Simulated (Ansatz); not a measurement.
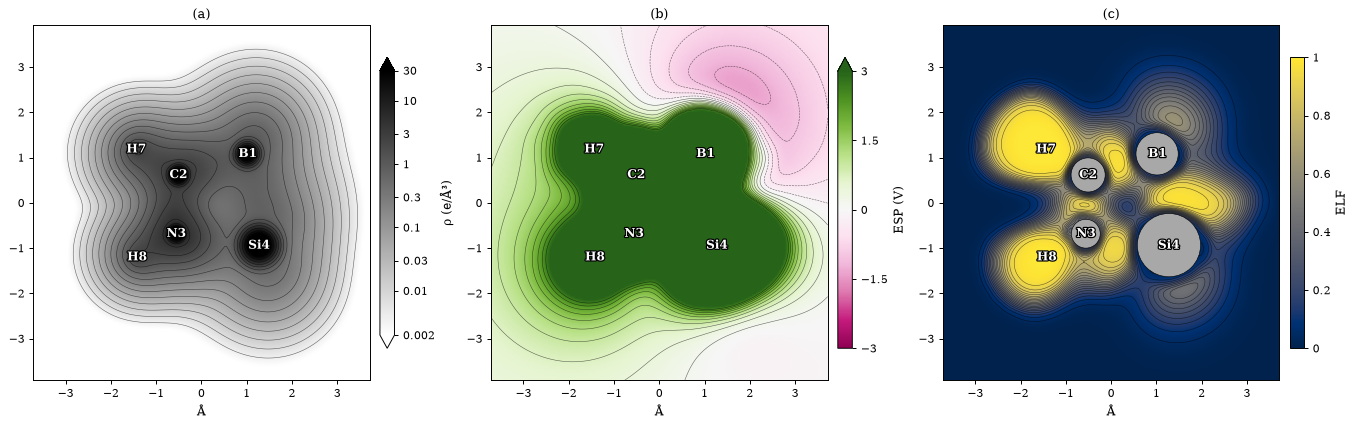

The picture shows: CH6BNSi. (a) total electron density; (b) electrostatic potential; (c) ELF on the plane of atoms B1, Si4 and N3. Grey discs cover the atomic cores in the ELF map.

Geometry: PBE0-D4/def2-TZVP.

Level of theory: RKS PBE0-D4/def2-TZVPP (Ansatz).

The calculation's input:

```
crystal:
  periodic: [false, false, false]
  atoms:
    - {symbol: B, position_ang: [-0.844077, 0.790582, 0.451842]}
    - {symbol: C, position_ang: [-0.043519, 0.633323, -0.916499]}
    - {symbol: N, position_ang: [0.729987, -0.408208, -0.842978]}
    - {symbol: Si, position_ang: [0.258978, -0.859642, 0.891106]}
    - {symbol: H, position_ang: [-2.033006, 0.620797, 0.301495]}
    - {symbol: H, position_ang: [-0.589816, 1.818157, 1.035686]}
    - {symbol: H, position_ang: [-0.047876, 1.223452, -1.840637]}
    - {symbol: H, position_ang: [1.329873, -0.706871, -1.604323]}
    - {symbol: H, position_ang: [-0.207848, -2.278236, 0.852256]}
    - {symbol: H, position_ang: [1.530304, -0.884657, 1.675054]}
basis:
  gaussian: {orbitals: def2-TZVPP}
hamiltonian: {xc: pbe0, dispersion: d4}
output: {orbitals: {seedname: orbitals}}
```

Command:

```sh
ansatz run in.yaml --threads 2 --pin off --events-out ev --progress --plain --max-ram 4352MiB
```

**Describe what can be read from this map.**

The section cuts through B, C, N, Si and H sites.
C–N (1.30 Å): ρ at the midpoint is about 2.7 e/Å³; the ELF peaks at about 0.90 between the atoms: a covalent bond.
C–B (1.59 Å): ρ is about 1.3 e/Å³ halfway; the ELF peaks at about 0.95 between the atoms, as expected for a covalent bond.
Si–N (1.85 Å): ρ is about 0.84 e/Å³ halfway; the ELF peaks at about 0.90 between the atoms; a shared but strongly polarised pair.
Si–B (2.03 Å): ρ is about 0.73 e/Å³ halfway; the ELF peaks at about 0.95 between the atoms, as expected for a covalent bond.
N–H (1.01 Å): the density is about 3 e/Å³ at the midpoint; the ELF climbs to about 1 towards the hydrogen, as it does in any bond to H; an ordinary covalent bond to hydrogen.
Outside the dense part of the molecule the potential is most negative (−1.4 V) near H6, which lies off the plane.
